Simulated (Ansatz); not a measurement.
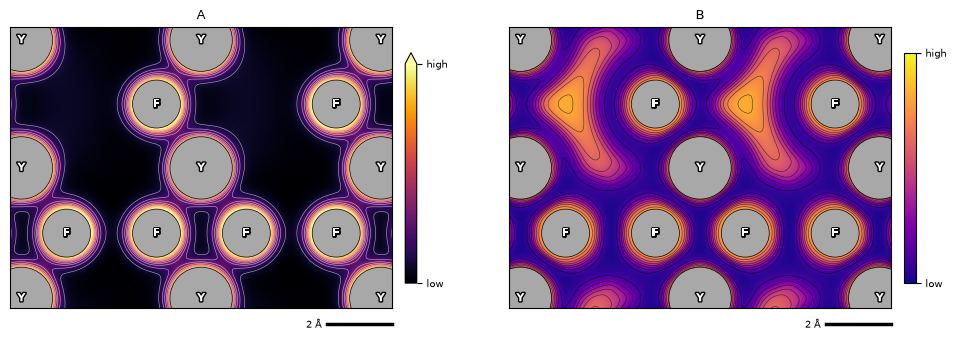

Y₄F₃: 2 fields on the (11̄0) plane of the conventional cell, with unlabelled colour scales. Grey discs cover the atomic cores.

Space group P-42m; a structure from a database of computed crystals, not necessarily the ambient phase; a generated structure, not necessarily the stable one; changed on purpose from its base cell (volume × 1.10, shape and atoms relaxed); computed pressure about −5 GPa in this cell; computed without spin polarisation.

Method: DFT PBE, scalar-relativistic, plane waves, PAW (Ansatz 0.2.0).

```
CELL_PARAMETERS angstrom
5.58649 0.00000 0.00000
0.00000 5.58649 0.00000
0.00000 0.00000 5.49965
ATOMIC_POSITIONS crystal
Y 0.25262 0.25262 0.24837
Y 0.74738 0.74738 0.24837
Y 0.74738 0.25262 0.75163
Y 0.25262 0.74738 0.75163
F 0.00000 0.00000 0.00000
F 0.00000 0.00000 0.50000
F 0.50000 0.50000 0.00000
```

> The panels show electron localisation function and valence pseudo-density in some order. Assign them.

Panel A: valence pseudo-density. Panel B: electron localisation function. From the grid: Y–F (2.38 Å): the density is about 0.28 e/Å³ at the midpoint; the ELF is about 0.10 at the midpoint (no shared electron pair shows on this line). Y–F (2.43 Å): the density is about 0.25 e/Å³ at the midpoint; the ELF is about 0.05 at the midpoint; no shared electron pair shows on this line.
